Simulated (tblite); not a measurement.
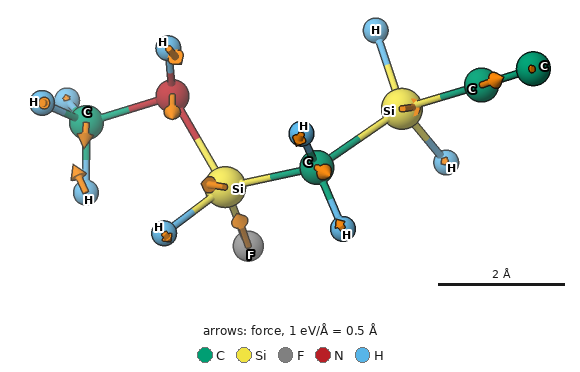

Starting geometry of C$_{4}$H$_{9}$FNSi$_{2}$ (multiplicity 2) with the computed forces as orange arrows. A ball-and-stick model, seen at a tilt.

All numbers below come from tblite, GFN2-xTB geometry optimisation, gas phase. 

**What follows when this structure is relaxed?**

It isn't relaxed: the largest force vector, on the F atom, is 1.82 eV/Å. The final displacements have little in common with the starting forces (cosine between the two patterns 0.19). The largest move after the best rigid fit is that of an H atom, 1.05 Å. Largest moves by element: H 1.05 Å, N 0.51 Å, Si 0.47 Å, C 0.44 Å, F 0.41 Å. Some distances before and after: F–Si 1.685 → 1.615 Å, N–Si 1.778 → 1.710 Å, C–Si 1.854 → 1.902 Å, C–Si 1.832 → 1.875 Å. Among the angles between lasting bonds that change: Si–N–C 106.0° → 123.6°, N–Si–H 106.2° → 118.4°, C–Si–N 115.3° → 107.9°. Over 108 geometry steps the energy falls by 70.1 kJ/mol. The run took 1.5 s on 1 thread of Intel(R) Xeon(R) Processor @ 2.70GHz (shared host).
